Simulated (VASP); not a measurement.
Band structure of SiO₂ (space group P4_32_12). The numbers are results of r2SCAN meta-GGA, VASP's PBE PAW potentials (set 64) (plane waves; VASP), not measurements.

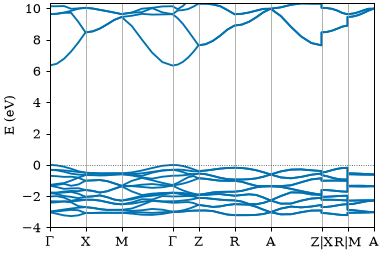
Bands along high-symmetry lines, zero at the valence-band maximum or, without a gap, the Fermi level

Q: Read the plot: is there a gap, and where are the band edges?

A: The gap is direct, 6.35 eV, from the valence maximum at Γ to the conduction minimum at Γ.

The structure comes from a computed database's SiO2 entry (P4_32_12); how it stands against other phases isn't given here. It was relaxed first.
